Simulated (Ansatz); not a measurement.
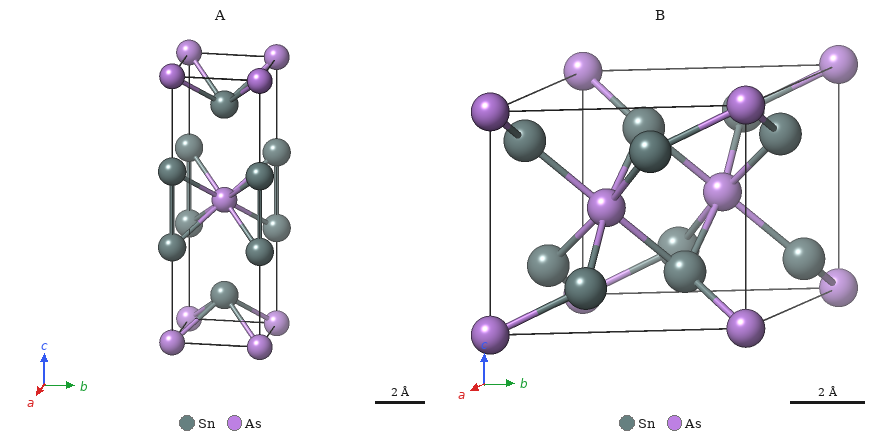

Two structures of Sn$_{2}$As, each relaxed to rest (conventional cells in solid outline, small ones repeated, not to one scale). Method: DFT PBE, scalar-relativistic, plane waves, PAW (Ansatz 0.2.0), without spin polarisation.

Which structures are these?

Answer. A: 6 atoms a cell on a body-centred tetragonal lattice, I4/mmm. B: 9 atoms a cell on a primitive hexagonal lattice, P-31m.

Which structure wins energetically, and by what margin?

Answer. A is lower, by 29 meV/atom at this level of theory (energies at zero smearing). Volumes: A 25.4, B 29.5 Å³/atom.

One or both may be structure types tried for this composition rather than known phases.
